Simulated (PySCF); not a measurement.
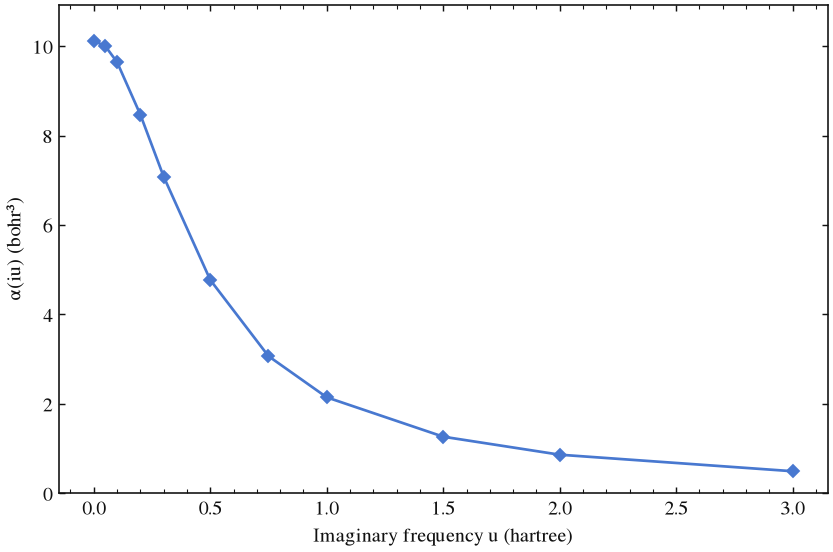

Dipole polarisability at imaginary frequency of an atom or ion with 30 electrons in the configuration [Ar] 3d¹⁰ 4s 4p. Coupled response at the PBE0 level; PySCF, aug-cc-pVQZ-DK, spin-free X2C-1e, unrestricted single determinants, no spin-orbit coupling.

### Which species is it, and what does the curve give?

Ge²⁺ (germanium, Z = 32). The static dipole polarisability is 10.1 bohr³; α(iu) falls to half of it near u = 0.47 hartree. The Casimir–Polder integral gives C₆ = 37.5 hartree bohr⁶ for two such species.
